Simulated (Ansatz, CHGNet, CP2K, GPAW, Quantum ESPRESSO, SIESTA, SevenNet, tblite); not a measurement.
## Quantum ESPRESSO runs on generalised stacking fault on (111) (glide set) of a Ge-Sn solid solution (48 atoms)

Wanted: Quantum ESPRESSO inputs and outputs for generalised stacking fault on (111) (glide set) of a Ge-Sn solid solution (48 atoms), checked against a plane-wave reference.

Method: the method is named at each step, in Quantum ESPRESSO 7.5.

## 1. Starting point

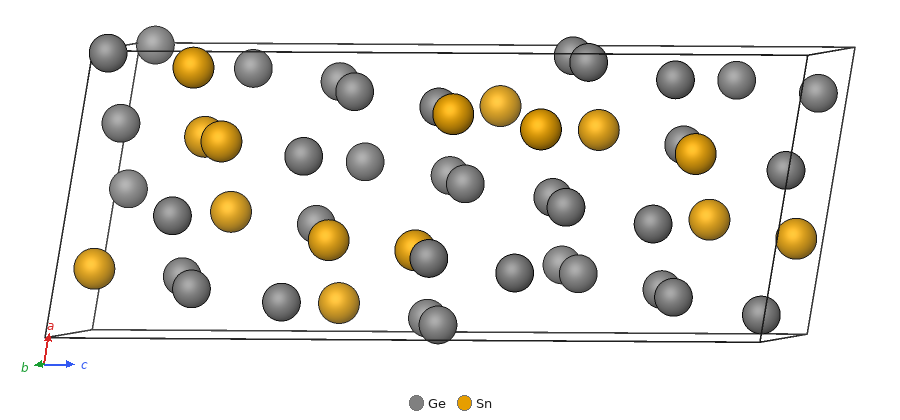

The cell as given, from the side, with the c axis across the page (germanium grey, tin orange). Some periodic images of atoms are drawn too.

The cell holds 48 atoms: 34 Ge and 14 Sn. Its edges and angles: a = 8.334 Å, b = 7.218 Å, c = 20.806 Å, α = 90.0°, β = 80.4°, γ = 90.0°. Diamond-structure Ge lattice (a = 5.8932 Å, the value set for the mixture), cell with z along [111], 2 x 1 x 2 periods; the third cell vector is tilted by 0.833 of 1/2[1-10] and lengthened by 0.1 Å, so the cell holds one fault (glide set); displaced by a Gaussian of 0.01 Å; 14 of 48 Ge sites given to Sn at random (lattice constant by Vegard's rule between Ge and Sn). Then every atom was moved at random, 0.05 Å r.m.s. a Cartesian component. The structure's axis is c.

The yardstick, on the same geometry:

```
method                 : Kohn-Sham DFT, PBE, PAW, plane waves (Ansatz 0.2.0); cutoff 420 eV, Γ point, fermi-dirac smearing of 0.05 eV; PAW set soft_2
r.m.s. force component : 2.273 eV/Å
longest force          : 12.79 eV/Å
pressure               : 10.2 GPa
SCF cycles             : 11
time                   : 28 s on 4 threads of Arm Neoverse V1, shared host
CPU time               : 1.7 min
```

## 2. PBE, sssp-1.3.0-efficiency, 45/360 Ry

Method: Kohn-Sham DFT, PBE, SSSP efficiency 1.3.0 pseudopotentials, plane waves.

File pw.in:

```
&control
  calculation = 'scf'
  pseudo_dir = './pseudo'
  outdir = './tmp'
  disk_io = 'none'
  tprnfor = .true.
  tstress = .true.
/
&system
  ibrav = 0
  nat = 48
  ntyp = 2
  ecutwfc = 45
  ecutrho = 360
  nosym = .true.
  occupations = 'smearing'
  smearing = 'fd'
  degauss = 0.003675
/
&electrons
  conv_thr = 2.4e-07
  electron_maxstep = 100
  mixing_beta = 0.2
  mixing_mode = 'local-TF'
  diagonalization = 'david'
/
ATOMIC_SPECIES
Ge 72.630 Ge.upf
Sn 118.710 Sn.upf
CELL_PARAMETERS angstrom
8.33424 0.00000 0.00000
0.00000 7.21767 0.00000
3.47263 0.00000 20.51464
ATOMIC_POSITIONS crystal
Ge 0.73381 0.49928 0.02405
Sn 0.68855 0.50612 0.14522
Sn 0.68236 0.83271 0.19011
Ge 0.63211 0.82591 0.30803
Sn 0.22693 0.50378 0.02107
Ge 0.20124 0.50117 0.14562
Ge 0.16846 0.82764 0.18220
Ge 0.12496 0.85198 0.31259
Ge 0.49122 0.00574 0.01817
Ge 0.42704 0.98962 0.14903
Sn 0.42291 0.32992 0.18758
Ge 0.38120 0.32472 0.30938
Sn 0.33616 0.66377 0.35208
Sn 0.30267 0.66681 0.47564
Ge 0.59527 0.17472 0.35341
Ge 0.54951 0.17088 0.47500
Ge 0.53019 0.49509 0.51905
Ge 0.48521 0.50309 0.64501
Ge 0.46098 0.84752 0.68778
Ge 0.40373 0.81573 0.81137
Ge 0.99226 0.00365 0.02221
Sn 0.94327 0.98983 0.14394
Ge 0.92274 0.33447 0.18577
Ge 0.87886 0.33899 0.31022
Ge 0.85339 0.65954 0.35356
Ge 0.80227 0.66727 0.47523
Sn 0.10276 0.16110 0.34888
Ge 0.05177 0.15495 0.47554
Ge 0.03876 0.50125 0.51411
Ge 0.97841 0.50043 0.64028
Ge 0.96529 0.82939 0.68458
Ge 0.90665 0.83746 0.81053
Ge 0.28436 0.99334 0.51749
Ge 0.23579 0.00525 0.64156
Ge 0.21540 0.34059 0.68790
Ge 0.16191 0.34191 0.80860
Ge 0.14498 0.66998 0.84756
Ge 0.08540 0.67994 0.97515
Sn 0.40105 0.16384 0.84731
Sn 0.33672 0.16281 0.97294
Sn 0.78719 0.99796 0.51828
Sn 0.73576 0.98871 0.64378
Sn 0.71602 0.33765 0.68300
Ge 0.66591 0.33267 0.80470
Sn 0.64390 0.66462 0.84492
Ge 0.58911 0.66740 0.97509
Ge 0.88735 0.17826 0.85377
Ge 0.84341 0.17054 0.97057
K_POINTS gamma
```

Run with:

```console
$ OMP_NUM_THREADS=1 mpirun -np 4 pw.x -in pw.in > output.txt
```

Output:

```text
Program PWSCF
     gamma-point specific algorithms are used
     one sub-group per band group will be used
     scalapack distributed-memory algorithm (size of sub-group:  2*  2 procs)
     Parallelization info
     sticks:   dense  smooth     PW     G-vecs:    dense   smooth      PW
     Min        1537     771    192               240177    84905   10618
     Max        1540     774    194               240196    84912   10624
     Sum        6153    3089    773               960731   339633   42485
     bravais-lattice index     =            0
     lattice parameter (alat)  =      15.7494  a.u.
     unit-cell volume          =    8327.6704 (a.u.)^3
     number of atoms/cell      =           48
     number of atomic types    =            2
     number of electrons       =       672.00
     number of Kohn-Sham states=          403
     kinetic-energy cutoff     =      45.0000  Ry
     charge density cutoff     =     360.0000  Ry
     scf convergence threshold =      2.4E-07
     mixing beta               =       0.2000
     number of iterations used =            8  local-TF  mixing
     Exchange-correlation= SLA  PW   PBE  PBE
                           (   1   4   3   4   0   0   0)
     crystal axes: (cart. coord. in units of alat)
               a(1) = (   1.000000   0.000000   0.000000 )
               a(2) = (   0.000000   0.866026   0.000000 )
               a(3) = (   0.416670   0.000000   2.461489 )
     reciprocal axes: (cart. coord. in units 2 pi/alat)
               b(1) = (  1.000000  0.000000 -0.169276 )
               b(2) = (  0.000000  1.154700  0.000000 )
               b(3) = (  0.000000  0.000000  0.406258 )
     PseudoPot. # 1 for Ge:
     Pseudo is Ultrasoft + core correction, Zval = 14.0
     PseudoPot. # 2 for Sn:
     Pseudo is Ultrasoft + core correction, Zval = 14.0
     atomic species   valence    mass     pseudopotential
     Ge               14.00    72.63000     Ge( 1.00)
     Sn               14.00   118.71000     Sn( 1.00)
     No symmetry found
   Cartesian axes
     number of k points=     1  Fermi-Dirac smearing, width (Ry)=  0.0037
                       cart. coord. in units 2pi/alat
        k(    1) = (   0.0000000   0.0000000   0.0000000), wk =   2.0000000
     Dense  grid:   480366 G-vectors     FFT dimensions: (  96,  90, 240)
     Smooth grid:   169817 G-vectors     FFT dimensions: (  72,  60, 180)
     Initial potential from superposition of free atoms
     starting charge     657.9697, renormalised to     672.0000
     Starting wfcs are  432 randomized atomic wfcs
     Self-consistent Calculation
     iteration #  1     ecut=    45.00 Ry     beta= 0.20
     total energy              =   -9560.77513656 Ry
     estimated scf accuracy    <     553.91316058 Ry
     iteration #  2     ecut=    45.00 Ry     beta= 0.20
     negative rho (up, down):  8.564E-06 0.000E+00
     total energy              =   -9527.20350293 Ry
     estimated scf accuracy    <     424.08243872 Ry
     iteration #  3     ecut=    45.00 Ry     beta= 0.20
     total energy              =   -9547.12784648 Ry
     estimated scf accuracy    <      20.06299416 Ry
     iteration #  4     ecut=    45.00 Ry     beta= 0.20
     total energy              =   -9547.36620383 Ry
     estimated scf accuracy    <       1.96461042 Ry
     iteration #  5     ecut=    45.00 Ry     beta= 0.20
     total energy              =   -9547.22822017 Ry
     estimated scf accuracy    <       1.84454683 Ry
     iteration #  6     ecut=    45.00 Ry     beta= 0.20
     total energy              =   -9547.28832571 Ry
     estimated scf accuracy    <       0.38160398 Ry
[...]
total energy              =   -9547.29876936 Ry
[...]
iteration # 14     ecut=    45.00 Ry     beta= 0.20
     total energy              =   -9547.29876964 Ry
     estimated scf accuracy    <       0.00000166 Ry
     iteration # 15     ecut=    45.00 Ry     beta= 0.20
     total energy              =   -9547.29876978 Ry
     estimated scf accuracy    <       0.00000039 Ry
     iteration # 16     ecut=    45.00 Ry     beta= 0.20
     End of self-consistent calculation
          k = 0.0000 0.0000 0.0000 ( 21243 PWs)   bands (ev):
   -16.9190 -16.9002 -16.8394 -16.8089 -16.6879 -16.6696 -16.6460 -16.6223
   -16.6094 -16.5850 -16.5805 -16.5722 -16.5471 -16.5403 -16.5289 -16.5034
   -16.4969 -16.4902 -16.4768 -16.4738 -16.4550 -16.4541 -16.4467 -16.4431
   -16.4364 -16.4236 -16.4091 -16.4009 -16.3980 -16.3778 -16.3704 -16.3520
   -16.3486 -16.3462 -16.3449 -16.3423 -16.3369 -16.3285 -16.3234 -16.3212
   -16.3137 -16.3110 -16.3094 -16.3025 -16.2983 -16.2920 -16.2913 -16.2895
[...]
11.8821  11.9078  11.9383  11.9689  12.0460  12.0958  12.1495  12.1784
    12.2507  12.2724  12.3211  12.3709  12.4408  12.4911  12.5675  12.6060
    12.6188  12.8742  12.9200  13.0216  13.0752  13.1062  13.1140  13.1640
    13.2613  13.3302  13.4241
     the Fermi energy is     8.4235 ev
!    total energy              =   -9547.29877000 Ry
     estimated scf accuracy    <       0.00000005 Ry
     smearing contrib. (-TS)   =      -0.01757081 Ry
     internal energy E=F+TS    =   -9547.28119919 Ry
     The total energy is F=E-TS. E is the sum of the following terms:
     one-electron contribution =   -5897.58354093 Ry
     hartree contribution      =    3516.90061104 Ry
     xc contribution           =   -2649.69520299 Ry
     ewald contribution        =   -4516.90306630 Ry
     convergence has been achieved in  16 iterations
     Forces acting on atoms (cartesian axes, Ry/au):
     atom    1 type  1   force =     0.16451799   -0.12866918    0.02925917
     atom    2 type  2   force =     0.05277233   -0.04509632   -0.03428726
     atom    3 type  2   force =    -0.12192869    0.03126763    0.01258772
     atom    4 type  1   force =    -0.00364372    0.03248131    0.09517969
     atom    5 type  2   force =     0.28597193   -0.22135294    0.17470370
     atom    6 type  1   force =    -0.06707204    0.02537445    0.00330100
[...]
atom   46 type  1   force =    -0.16195458    0.13411072   -0.08214685
     atom   47 type  1   force =     0.01843676   -0.01132633   -0.03380081
     atom   48 type  1   force =    -0.15262846    0.09944405   -0.04510569
     Total force =     1.062783     Total SCF correction =     0.001062
     Computing stress (Cartesian axis) and pressure
          total   stress  (Ry/bohr**3)                   (kbar)     P=      100.47
   0.00122727  -0.00026992   0.00019009          180.54      -39.71       27.96
  -0.00026992   0.00031162  -0.00022840          -39.71       45.84      -33.60
   0.00019009  -0.00022840   0.00050999           27.96      -33.60       75.02
     Message from routine punch:
     Nothing written, as per user request (disk_io='none')
```

The job ended after 3.1 min (4 MPI ranks of Arm Neoverse V1, shared host; peak memory 3 GiB).

Banners, paths, timers and routine set-up lines are dropped from the logs unmarked, and long logs keep their key lines alone; longer cuts are marked.

Against the reference:

| Quantity | Value |
| --- | --- |
| r.m.s. force component | 2.277 eV/Å |
| r.m.s. difference of force components | 7.69 meV/Å |
| longest difference of force vectors | 33.31 meV/Å |
| force difference over r.m.s. force | 0.3383 % |
| slope of forces against the reference's | 1.002 |
| correlation of force components | 1 |
| pressure | 10.05 GPa |
| pressure difference | -0.153 GPa |

Length of the force difference by element (eV/Å):

| element | atoms | mean | most |
| --- | --- | --- | --- |
| Ge | 34 | 0.0096 | 0.033 |
| Sn | 14 | 0.011 | 0.028 |

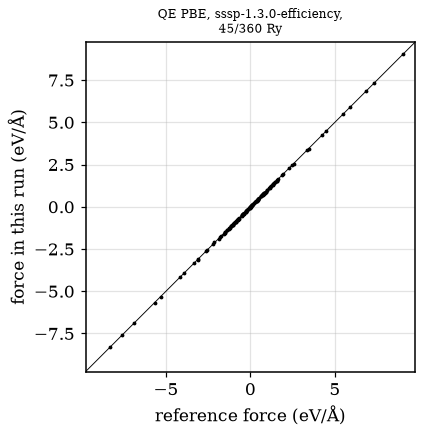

Force components against those of the reference; the line marks equality.

A closer look about Ge46, which has 3 bonded neighbours where the commonest count for Ge is 4: 9 atoms, nearest first, numbered in the order of the input, with positions taken from that point.

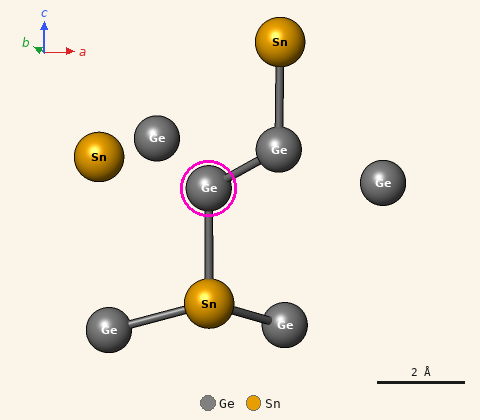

The atoms of the table, within 4.1 Å (arrows a, b, c point along x, y, z); some may hide others; the central atom is ringed.

| atom | x | y | z | distance (Å) | bonds | Fx | Fy | Fz (eV/Å) |
| --- | --- | --- | --- | --- | --- | --- | --- | --- |
| Ge46 | 0.00 | 0.00 | 0.00 | 0.00 | 3 | -4.16 | 3.45 | -2.11 |
| Ge1 | 1.38 | -1.21 | 1.00 | 2.09 | 3 | 4.23 | -3.31 | 0.75 |
| Sn45 | 0.00 | -0.02 | -2.67 | 2.67 | 4 | 0.18 | -0.44 | 1.14 |
| Ge9 | -0.67 | 2.44 | 0.88 | 2.68 | 3 | 9.04 | -6.90 | 5.93 |
| Sn5 | -2.86 | -1.18 | 0.94 | 3.23 | 3 | 7.35 | -5.69 | 4.49 |
| Sn2 | 1.42 | -1.16 | 3.49 | 3.94 | 4 | 1.36 | -1.16 | -0.88 |
| Ge20 | -2.11 | 1.07 | -3.36 | 4.11 | 4 | -0.67 | 0.75 | -1.24 |
| Ge38 | 4.14 | 0.09 | 0.00 | 4.14 | 3 | -7.62 | 6.84 | -5.32 |
| Ge32 | 2.07 | 1.23 | -3.38 | 4.15 | 4 | 1.49 | 0.90 | -0.77 |

Forces lie 0.34 % from the reference's, at 7.1 times its CPU time.

## 3. Outcome

```yaml
force_difference_from_the_reference: QE PBE, sssp-1.3.0-efficiency, 45/360 Ry, 0.34 %
its_cpu_time: 12 min
```

PBE on plane waves or a grid with other potentials, cutoffs or grids differs from the reference by 0.34 % (QE PBE, sssp-1.3.0-efficiency, 45/360 Ry) of the r.m.s. force; this holds the reference's own error, so differences of a few per cent don't tell which side is nearer the exact PBE result (QE's 45 Ry are 612 eV, against the reference's 420 eV). The reference's stress is far from hydrostatic: its diagonal is 18.2, 4.7, 7.7 GPa, compression counted positive. The host structure and its lattice constant were typed by rule, without a check against the phase diagram. The reference's pressure of 10 GPa belongs to a cell and atoms that aren't relaxed at this level. The electronic-structure runs sample only Γ, in a cell whose shortest periodic width is 7 Å, which is coarse for a cell with partly filled levels.

[Also dropped from logs without a mark: logging warnings of Python, and SIESTA's first energy breakdown and zero terms.]

[Logs are printed without paths, hosts, clocks, repeated set-up lines and the standing remarks that a program may print on its own settings, such as how far it seeks lower states.]

[Hosts, paths, dates, database ids (printed as entryN), source tags and the programs' standing remarks are cut or masked in the printed files.]
